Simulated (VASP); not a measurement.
# MnSe: structure and properties in VASP, part 4 of 11

Wanted: the relaxed cell of MnSe and its properties. The start is a cell from a database of measured crystal structures.

VASP 6.6.1, plane waves and PAW; the level of theory is named at each step.

So far, gap on the k-mesh (eV): step 2 (magnetic order: ferromagnetic) 0.664; step 3 (magnetic order: antiferromagnetic, q = (0, 0, 1/2)) 1.79; step 4 (magnetic order: antiferromagnetic, q = (1/2, 1/2, 0)) 0.946.

The database entry behind the starting cell differs from later determinations by our own check (about 0.4 % short), so it need not match the best structure at ambient conditions.

**6. Full relaxation (optB86b-vdW + U)**

This step: optB86b-vdW, DFT+U (Mn d 5 eV), spin-polarised from an antiferromagnetic start; plane waves and PAW (Mn_pv, Se) (VASP 6.6.1).

The start need not lie at this functional's minimum. ISIF = 3 frees volume, shape and positions, and EDIFFG sets the threshold on forces and stress at which the search stops.

INCAR reads:

```
SYSTEM = MnSe
PREC = Accurate
ENCUT = 400
EDIFF = 1E-06
NELM = 100
ISMEAR = 0
SIGMA = 0.05
LREAL = .FALSE.
ALGO = Normal
GGA = MK
AGGAC = 0
LUSE_VDW = .TRUE.
PARAM1 = 0.1234
PARAM2 = 1
LASPH = .TRUE.
NBANDS = 27
ISPIN = 2
MAGMOM = 4.55 -4.55 0 0
LDAU = .TRUE.
LDAUTYPE = 2
LDAUL = 2 -1
LDAUU = 5 0
LDAUJ = 0 0
LDAUPRINT = 1
LMAXMIX = 4
LORBIT = 11
LWAVE = .FALSE.
LCHARG = .FALSE.
KPAR = 4
IBRION = 2
NSW = 60
ISIF = 3
EDIFFG = -0.01
```

POSCAR reads:

```
MnSe
1.0
    0.0000000000      2.7200000000      2.7200000000
    2.7200000000      0.0000000000      2.7200000000
    5.4400000000      5.4400000000      0.0000000000
Mn Se
2 2
Direct
    0.0000000000      0.0000000000      0.0000000000
    0.0000000000      0.0000000000      0.5000000000
    0.5000000000      0.5000000000      0.2500000000
    0.5000000000      0.5000000000      0.7500000000
```

KPOINTS reads:

```
Automatic mesh
0
Gamma
6 6 6
0 0 0
```

Potentials, in the order of the species: Mn_pv and Se (PBE family, release 64).

On the command line:

```console
$ mpirun -np 4 vasp_std
```

Output:

```text
[... set-up lines as in an earlier step ...]
 entering main loop
       N       E                     dE             d eps       ncg     rms          rms(c)
DAV:   1     0.331527895712E+03    0.33153E+03   -0.18494E+04  3944   0.122E+03
DAV:   2     0.114151006339E+02   -0.32011E+03   -0.30985E+03  3535   0.361E+02
DAV:   3    -0.116787639520E+02   -0.23094E+02   -0.22707E+02  4023   0.999E+01
DAV:   4    -0.122502780921E+02   -0.57151E+00   -0.57032E+00  3999   0.155E+01
DAV:   5    -0.122572040191E+02   -0.69259E-02   -0.69251E-02  4000   0.204E+00    0.123E+01
DAV:   6    -0.129303843322E+02   -0.67318E+00   -0.14208E+01  3474   0.429E+01    0.135E+01
DAV:   7    -0.140010825372E+02   -0.10707E+01   -0.30714E+00  3761   0.114E+01    0.761E+00
DAV:   8    -0.139616250704E+02    0.39457E-01   -0.26647E-01  3797   0.425E+00    0.454E+00
DAV:   9    -0.140337042534E+02   -0.72079E-01   -0.50611E-02  3702   0.246E+00    0.503E-01
DAV:  10    -0.140382992612E+02   -0.45950E-02   -0.11240E-02  4103   0.131E+00    0.212E-01
DAV:  11    -0.140387125898E+02   -0.41333E-03   -0.13383E-03  4070   0.281E-01    0.110E-01
DAV:  12    -0.140388327552E+02   -0.12017E-03   -0.15913E-04  4143   0.949E-02    0.562E-02
DAV:  13    -0.140388677047E+02   -0.34950E-04   -0.43987E-05  3661   0.477E-02    0.222E-02
DAV:  14    -0.140388712633E+02   -0.35586E-05   -0.47115E-06  3417   0.185E-02    0.762E-03
DAV:  15    -0.140388725491E+02   -0.12858E-05   -0.45883E-06  3897   0.123E-02    0.222E-03
DAV:  16    -0.140388738256E+02   -0.12766E-05   -0.35461E-07  1953   0.467E-03    0.198E-03
DAV:  17    -0.140388738493E+02   -0.23615E-07   -0.86437E-08  1905   0.175E-03
   1 F= -.14038874E+02 E0= -.14038874E+02  d E =-.140389E+02  mag=     0.0000
 curvature:   0.00 expect dE= 0.000E+00 dE for cont linesearch  0.000E+00
 trial: gam= 0.00000 g(F)=  0.200E-59 g(S)=  0.376E-01 ort = 0.000E+00 (trialstep = 0.100E+01)
 search vector abs. value=  0.376E-01
 bond charge predicted
       N       E                     dE             d eps       ncg     rms          rms(c)
DAV:   1    -0.146403903624E+02   -0.60152E+00   -0.12073E+01  3948   0.421E+01    0.795E+00
DAV:   2    -0.140604465623E+02    0.57994E+00   -0.19352E+00  3999   0.163E+01    0.706E+00
DAV:   3    -0.140727456826E+02   -0.12299E-01   -0.85942E-02  3868   0.230E+00    0.182E+00
DAV:   4    -0.140565117454E+02    0.16234E-01   -0.27704E-02  3656   0.857E-01    0.105E+00
DAV:   5    -0.140512605249E+02    0.52512E-02   -0.11257E-02  3848   0.471E-01    0.355E-01
DAV:   6    -0.140512795853E+02   -0.19060E-04   -0.11087E-03  3933   0.329E-01    0.193E-01
DAV:   7    -0.140513291926E+02   -0.49607E-04   -0.45176E-04  3666   0.168E-01    0.353E-02
DAV:   8    -0.140513276687E+02    0.15239E-05   -0.98409E-06  3716   0.212E-02    0.147E-02
DAV:   9    -0.140513308939E+02   -0.32252E-05   -0.52064E-06  3680   0.119E-02    0.102E-02
DAV:  10    -0.140513306510E+02    0.24294E-06   -0.78330E-07  1995   0.639E-03
   2 F= -.14051331E+02 E0= -.14051331E+02  d E =-.124568E-01  mag=     0.0000
 trial-energy change:   -0.012457  1 .order   -0.012951   -0.037574    0.011671
 step:   0.7518(harm=  0.7630)  dis= 0.00000  next Energy=   -14.052787 (dE=-0.139E-01)
 bond charge predicted
       N       E                     dE             d eps       ncg     rms          rms(c)
DAV:   1    -0.140888069482E+02   -0.37476E-01   -0.72356E-01  4033   0.999E+00    0.189E+00
DAV:   2    -0.140531436158E+02    0.35663E-01   -0.10647E-01  4036   0.438E+00    0.157E+00
DAV:   3    -0.140540322363E+02   -0.88862E-03   -0.69144E-03  3778   0.656E-01    0.422E-01
DAV:   4    -0.140530769235E+02    0.95531E-03   -0.14652E-03  3652   0.198E-01    0.241E-01
DAV:   5    -0.140527861650E+02    0.29076E-03   -0.62481E-04  3848   0.112E-01    0.846E-02
DAV:   6    -0.140527725750E+02    0.13590E-04   -0.60409E-05  3946   0.753E-02    0.452E-02
DAV:   7    -0.140527792661E+02   -0.66911E-05   -0.31156E-05  3708   0.461E-02    0.128E-02
DAV:   8    -0.140527791687E+02    0.97444E-07   -0.63014E-07  1935   0.663E-03
   3 F= -.14052779E+02 E0= -.14052779E+02  d E =-.139053E-01  mag=     0.0000
 curvature:  -0.38 expect dE=-0.309E-04 dE for cont linesearch -0.120E-05
 trial: gam= 0.01134 g(F)=  0.297E-58 g(S)=  0.813E-04 ort =-0.345E-03 (trialstep = 0.950E+00)
 search vector abs. value=  0.783E-04
 reached required accuracy - stopping structural energy minimisation
```

It took 3.4 min on 4 MPI ranks of AMD EPYC 7R43, shared host; peak memory 2 GiB; 13 min of CPU time.

Parts of OUTCAR (step 6):

```text
   k-points           NKPTS =     32   k-points in BZ     NKDIM =     32   number of bands    NBANDS=     27

   NELECT =      38.0000    total number of electrons

atom =   1  type =  1  l = 2

 onsite density matrix

spin component  1

  0.9370 -0.0000 -0.0006 -0.0000 -0.0000
 -0.0000  0.9370 -0.0003  0.0000  0.0005
 -0.0006 -0.0003  0.9539 -0.0003  0.0000
 -0.0000  0.0000 -0.0003  0.9370 -0.0005
 -0.0000  0.0005  0.0000 -0.0005  0.9539

spin component  2

  0.0129 -0.0000  0.0006 -0.0000 -0.0000
 -0.0000  0.0129  0.0003  0.0000 -0.0005
  0.0006  0.0003  0.0778  0.0003 -0.0000
 -0.0000  0.0000  0.0003  0.0129  0.0005
 -0.0000 -0.0005 -0.0000  0.0005  0.0778

 occupancies and eigenvectors

  o =  0.0129  v =  0.0000  0.0000  0.0000  0.0000  0.0000 -0.7448 -0.6620  0.0109 -0.0828 -0.0049      0.0000  0.0000  0.0000  0.0000  0.0000  0.0000  0.0000  0.0000  0.0000  0.0000
  o =  0.0129  v =  0.0000  0.0000  0.0000  0.0000  0.0000 -0.3344  0.4778  0.0049 -0.8122  0.0109      0.0000  0.0000  0.0000  0.0000  0.0000  0.0000  0.0000  0.0000  0.0000  0.0000
  o =  0.0129  v =  0.0000  0.0000  0.0000  0.0000  0.0000 -0.5774  0.5774 -0.0000  0.5774 -0.0000      0.0000  0.0000  0.0000  0.0000  0.0000  0.0000  0.0000  0.0000  0.0000  0.0000
  o =  0.0778  v =  0.0000  0.0000  0.0000  0.0000  0.0000  0.0084 -0.0001  0.8595  0.0085  0.5110      0.0000  0.0000  0.0000  0.0000  0.0000  0.0000  0.0000  0.0000  0.0000  0.0000
  o =  0.0778  v =  0.0000  0.0000  0.0000  0.0000  0.0000 -0.0050 -0.0097 -0.5110  0.0048  0.8595      0.0000  0.0000  0.0000  0.0000  0.0000  0.0000  0.0000  0.0000  0.0000  0.0000
  o =  0.9369  v = -0.3740  0.4409 -0.0191 -0.8149 -0.0369  0.0000  0.0000  0.0000  0.0000  0.0000      0.0000  0.0000  0.0000  0.0000  0.0000  0.0000  0.0000  0.0000  0.0000  0.0000
  o =  0.9369  v =  0.7250  0.6864  0.0369  0.0386 -0.0191  0.0000  0.0000  0.0000  0.0000  0.0000      0.0000  0.0000  0.0000  0.0000  0.0000  0.0000  0.0000  0.0000  0.0000  0.0000
  o =  0.9371  v =  0.5774 -0.5774  0.0000 -0.5774  0.0000  0.0000  0.0000  0.0000  0.0000  0.0000      0.0000  0.0000  0.0000  0.0000  0.0000  0.0000  0.0000  0.0000  0.0000  0.0000
  o =  0.9539  v =  0.0000  0.0294 -0.0000 -0.0294  0.9991  0.0000  0.0000  0.0000  0.0000  0.0000      0.0000  0.0000  0.0000  0.0000  0.0000  0.0000  0.0000  0.0000  0.0000  0.0000
  o =  0.9539  v = -0.0339 -0.0170  0.9991 -0.0170  0.0000  0.0000  0.0000  0.0000  0.0000  0.0000      0.0000  0.0000  0.0000  0.0000  0.0000  0.0000  0.0000  0.0000  0.0000  0.0000

atom =   2  type =  1  l = 2

 onsite density matrix

spin component  1

  0.0129 -0.0000  0.0006 -0.0000  0.0000
 -0.0000  0.0129  0.0003  0.0000 -0.0005
  0.0006  0.0003  0.0778  0.0003 -0.0000
 -0.0000  0.0000  0.0003  0.0129  0.0005
  0.0000 -0.0005 -0.0000  0.0005  0.0778

spin component  2

  0.9370 -0.0000 -0.0006 -0.0000  0.0000
 -0.0000  0.9370 -0.0003  0.0000  0.0005
 -0.0006 -0.0003  0.9539 -0.0003  0.0000
 -0.0000  0.0000 -0.0003  0.9370 -0.0005
  0.0000  0.0005  0.0000 -0.0005  0.9539

 occupancies and eigenvectors

  o =  0.0129  v = -0.7856 -0.5852  0.0115 -0.2004 -0.0032  0.0000  0.0000  0.0000  0.0000  0.0000      0.0000  0.0000  0.0000  0.0000  0.0000  0.0000  0.0000  0.0000  0.0000  0.0000
  o =  0.0129  v = -0.2222  0.5693  0.0032 -0.7915  0.0115  0.0000  0.0000  0.0000  0.0000  0.0000      0.0000  0.0000  0.0000  0.0000  0.0000  0.0000  0.0000  0.0000  0.0000  0.0000
  o =  0.0129  v = -0.5774  0.5774 -0.0000  0.5774 -0.0000  0.0000  0.0000  0.0000  0.0000  0.0000      0.0000  0.0000  0.0000  0.0000  0.0000  0.0000  0.0000  0.0000  0.0000  0.0000
  o =  0.0778  v = -0.0003  0.0083 -0.0308 -0.0086 -0.9995  0.0000  0.0000  0.0000  0.0000  0.0000      0.0000  0.0000  0.0000  0.0000  0.0000  0.0000  0.0000  0.0000  0.0000  0.0000
  o =  0.0778  v =  0.0097  0.0051  0.9995  0.0046 -0.0308  0.0000  0.0000  0.0000  0.0000  0.0000      0.0000  0.0000  0.0000  0.0000  0.0000  0.0000  0.0000  0.0000  0.0000  0.0000
  o =  0.9369  v =  0.0000  0.0000  0.0000  0.0000  0.0000 -0.3240  0.4863 -0.0165 -0.8104 -0.0382      0.0000  0.0000  0.0000  0.0000  0.0000  0.0000  0.0000  0.0000  0.0000  0.0000
  o =  0.9369  v =  0.0000  0.0000  0.0000  0.0000  0.0000  0.7487  0.6550  0.0382  0.0937 -0.0165      0.0000  0.0000  0.0000  0.0000  0.0000  0.0000  0.0000  0.0000  0.0000  0.0000
  o =  0.9371  v =  0.0000  0.0000  0.0000  0.0000  0.0000  0.5774 -0.5774 -0.0000 -0.5774  0.0000      0.0000  0.0000  0.0000  0.0000  0.0000  0.0000  0.0000  0.0000  0.0000  0.0000
  o =  0.9539  v =  0.0000  0.0000  0.0000  0.0000  0.0000 -0.0339 -0.0170  0.9991 -0.0170 -0.0000      0.0000  0.0000  0.0000  0.0000  0.0000  0.0000  0.0000  0.0000  0.0000  0.0000
  o =  0.9539  v =  0.0000  0.0000  0.0000  0.0000  0.0000  0.0000  0.0294  0.0000 -0.0294  0.9991      0.0000  0.0000  0.0000  0.0000  0.0000  0.0000  0.0000  0.0000  0.0000  0.0000

 E-fermi :   4.8289

 spin component 1
 k-point     1 :       0.0000    0.0000    0.0000
  band No.  band energies     occupation
    ...
     15       3.8186      1.00000
     16       3.8186      1.00000
     17       4.1605      1.00000
     18       4.1605      1.00000
     19       4.1743      1.00000
     20       6.7533      0.00000
     21       7.8504      0.00000
     22       7.8504      0.00000
     23       7.8745      0.00000
     24       8.1619      0.00000
    ...

 k-point     2 :       0.1667    0.0000    0.0000
  band No.  band energies     occupation
    ...
     15       2.4573      1.00000
     16       2.8028      1.00000
     17       3.3107      1.00000
     18       4.2835      1.00000
     19       4.2921      1.00000
     20       7.5202      0.00000
     21       7.6683      0.00000
     22       8.1112      0.00000
     23       8.2787      0.00000
     24       8.2787      0.00000
    ...

Total vdW correction in eV:      6.8855005

  Total       -0.0125194     -0.0125194     -0.0125194     -0.0323180      0.0323180      0.0323180
  in kB       -0.2424232     -0.2424232     -0.2424232     -0.6257984      0.6257984      0.6257984
  external PRESSURE =      -0.2424232 kB  Pullay stress =       0.0000000 kB

 POSITION                                       TOTAL-FORCE (eV/Angst)
 -----------------------------------------------------------------------------------
      0.00000      0.00000      0.00000         0.000000      0.000000     -0.000000
      2.74385      2.74385      0.00244         0.000000     -0.000000      0.000000
      2.74507      2.74507      2.74751        -0.000000     -0.000000     -0.000000
      5.48892      5.48892      2.74996         0.000000      0.000000      0.000000
 -----------------------------------------------------------------------------------
    total drift:                               -0.000000      0.000000      0.000000

  FREE ENERGIE OF THE ION-ELECTRON SYSTEM (eV)
  ---------------------------------------------------
  free  energy   TOTEN  =       -14.0527791687 eV

  energy  without entropy=      -14.0527791686  energy(sigma->0) =      -14.05277917

Total vdW correction in eV:      6.8855113

 reached required accuracy - stopping structural energy minimisation

 magnetization (x)
# of ion       s       p       d       tot
------------------------------------------
    1        0.027   0.021   4.514   4.562
    2       -0.027  -0.021  -4.514  -4.562
    3        0.000   0.000   0.000   0.000
    4        0.000   0.000   0.000   0.000
--------------------------------------------------
tot          0.000   0.000   0.000   0.000

[... 5 parts as in an earlier step ...]

[... 11 further parts left out ...]
```

CONTCAR:

```
MnSe
   1.00000000000000
     0.0000000000000000    2.7462933314623172    2.7462933314623172
     2.7462933314623172   -0.0000000000000000    2.7462933314623172
     5.4877001747869079    5.4877001747869079    0.0048864881377274
  Mn              Se
     2     2
Direct
     0.0000000000000000    0.0000000000000000    0.0000000000000000
     0.0000000000000000    0.0000000000000000    0.5000000000000000
     0.5000000000000000    0.5000000000000000    0.2500000000000000
     0.5000000000000000    0.5000000000000000    0.7500000000000000
```

The magnetic order is the lowest of the few collinear ones that converged above; longer or canted patterns were not tried. The cell is doubled for it, so bands and modes from the zone boundary of the chemical cell fold onto Γ and the labels are those of the larger cell. The run keeps the 12 symmetry operations of its start, so it cannot find a distortion of lower symmetry.

Step by step:

```
step  energy less that of the first step (eV)  largest force (eV/Å)  pressure (GPa)  volume (Å³)
   1                                   0.0000                0.0000            2.02        80.49
   2                                  -0.0125                0.0000           -0.61        83.49
   3                                  -0.0139                0.0000           -0.02        82.74
```

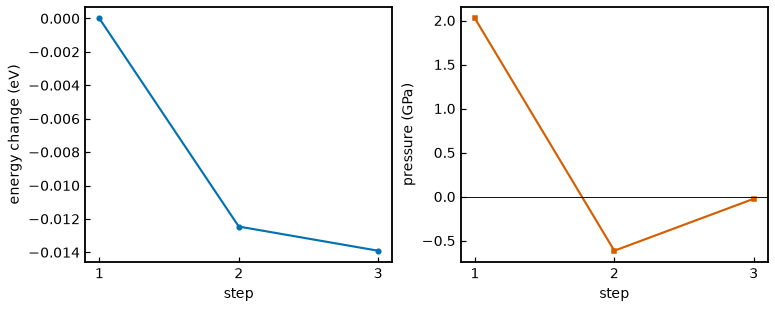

Energy and pressure along the relaxation.

| cell as run | before | after | change |
| --- | --- | --- | --- |
| a (Å) | 3.847 | 3.884 | +1.0 % |
| b (Å) | 3.847 | 3.884 | +1.0 % |
| c (Å) | 7.693 | 7.761 | +0.9 % |
| α (°) | 60.00 | 59.97 | -0.0 % |
| β (°) | 60.00 | 59.97 | -0.0 % |
| volume (Å³/atom) | 20.12 | 20.69 | +2.8 % |

Final coordinates:

```xyz
4
Lattice="0.0000 2.7463 2.7463 2.7463 0.0000 2.7463 5.4877 5.4877 0.0049" Properties=species:S:1:pos:R:3 pbc="T T T"
Mn    0.0000    0.0000    0.0000
Mn    2.7439    2.7439    0.0024
Se    2.7451    2.7451    2.7475
Se    5.4889    5.4889    2.7500
```

This step gave:

- irreducible k-points: 32
- symmetry operations: 12
- free energy (TOTEN): -14.05 eV
- Fermi energy: 4.829 eV
- pressure: -0.02424 GPa
- valence top at k: 0, 0, 0.5
- conduction bottom at k: 0.5, 0, 0
- least direct gap at k: 0.5, 0, 0
- SCF cycles over all ionic steps: 35
- gap on the k-mesh: 1.527 eV
- least direct gap on the k-mesh: 2.142 eV

Spin moment in the PAW sphere by atom:

```
atom  spin moment in the PAW sphere (μB)
 Mn1                                4.56
 Mn2                               -4.56
 Se3                                0.00
 Se4                                0.00
```

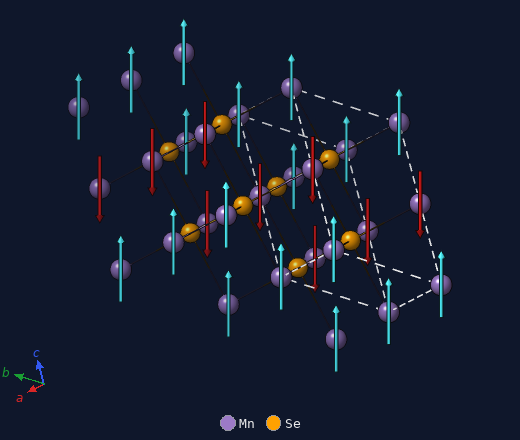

Spin moment in the PAW sphere as arrows, the longest 4.56 μB. Up and down stand for the sign. Arrows give size and sign along the axis of quantisation, drawn up and down the page. The two directions have two colours. Bonds to atoms that aren't drawn are left out. 2×2×1 cells are drawn. Some periodic images of atoms are drawn too.

It ends with forces that vanish by symmetry and a pressure of -0.02 GPa.

(Part 4 of 11 ends here.)

[Lines on the potential files, build, host, timing and source positions are cut from VASP's logs without a mark.]

[Logs are printed without paths, hosts, clocks, repeated set-up lines and the standing remarks that a program may print on its own settings, such as how far it seeks lower states.]

[Hosts, paths, dates, database ids (printed as entryN), source tags and the programs' standing remarks are cut or masked in the printed files.]

[A measured line is paired with the nearest computed mode of its activity, which favours agreement.]
